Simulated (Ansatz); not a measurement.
**Fields on a plane of YAlGe (space group Cmcm)**

```yaml
crystal:
  lattice:
    - [2.01318, -5.15994, 0.00000]
    - [2.01318, 5.15994, 0.00000]
    - [0.00000, 0.00000, 5.72233]
  atoms:
    - { symbol: Y, position: [0.30923, 0.69077, 0.75000] }
    - { symbol: Y, position: [0.69077, 0.30923, 0.25000] }
    - { symbol: Al, position: [0.00000, 0.00000, 0.00000] }
    - { symbol: Al, position: [0.00000, 0.00000, 0.50000] }
    - { symbol: Ge, position: [0.39477, 0.60523, 0.25000] }
    - { symbol: Ge, position: [0.60523, 0.39477, 0.75000] }
```

The slice is a (010) plane (indices of the conventional cell) through the point (0.309, 0.691, 0.750) (fractional), spanned by u = [110] and v = [001] in vectors of this cell: u (4.03 Å) and v (5.72 Å, at 90° to u). It covers one period; positions are fractions (u, v).

Atoms on it: Y at (0.00, 0.00). Other atoms lie within 1 Å of the plane.

Calculation: PBEsol (plane waves to 420 eV, PAW, scalar-relativistic; Ansatz, a quantum-chemistry and plane-wave program). k mesh 12×12×8. Inside the PAW spheres the values are not all-electron values, and peaks at nuclei hang on which shells count as valence. YAlGe is run without spin polarisation. YAlGe was relaxed with its symmetry unable to fall.

```
|xxxxxxxxxx  ==%%@@@@%%==  xxxxxxxx|
|xxxxxxxx  ..++%%@@@@%%++..  xxxxxx|
|xxxxxx    --##@@@@@@@@##--    xxxx|
|xxxx    ::**%%@@@@@@@@%%**::    xx|
|    ..--++##%%@@@@@@@@%%##++--..  |
|====++**##%%%%@@@@@@@@%%%%##**++==|
|****####%%%%%%%%%%%%%%%%%%%%####**|
|****####%%####********####%%####**|
|----++******++========++******++--|
|    ..==++++==::....::==++++==..  |
|xxxx  ::====::..    ..::====::  xx|
|xxxx  ..----::        ::----..  xx|
|xxxx  ::====::..    ..::====::  xx|
|    ..==++++==::....::==++++==..  |
|----++******++========++******++--|
|****####%%####********####%%####**|
|****####%%%%%%%%%%%%%%%%%%%%####**|
|====++**##%%%%@@@@@@@@%%%%##**++==|
|    ..--++##%%@@@@@@@@%%##++--..  |
|xxxx    ::**%%@@@@@@@@%%**::    xx|
|xxxxxx    --##@@@@@@@@##--    xxxx|
|xxxxxxxx  ..++%%@@@@%%++..  xxxxxx|
|xxxxxxxxxx  ==%%@@@@%%==  xxxxxxxx|
|xxxxxxxxxx  ==##@@@@##==  xxxxxxxx|
```
Scale: ten equal steps from 1.00 (start of ' ') to 9.13 (end of '@'), in the order ' .:-=+*#%@'. Values: electrostatic potential energy of an electron, from the cell's mean, in eV. The map has 17 points along u (two characters each, u = 0 at the left) and 24 along v (v = 0 in the bottom row). Points within 1 Å of a nucleus are blanked (x), as the pseudised field means little there. Values under 1 eV are set to 1. The zero, the cell's mean, hangs on the PAW cores.

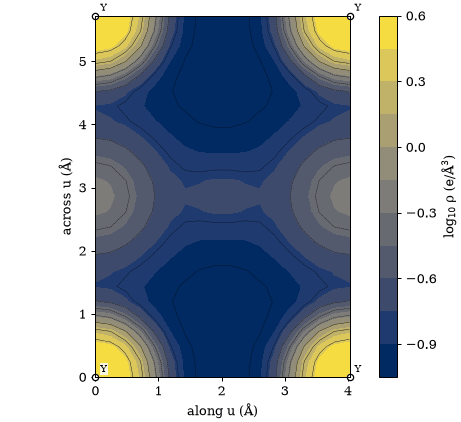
Fig. 1. Log₁₀ of the valence density in e/Å³, one period of the plane, atoms marked. The scale is logarithmic, as a density can span decades between atoms and voids.
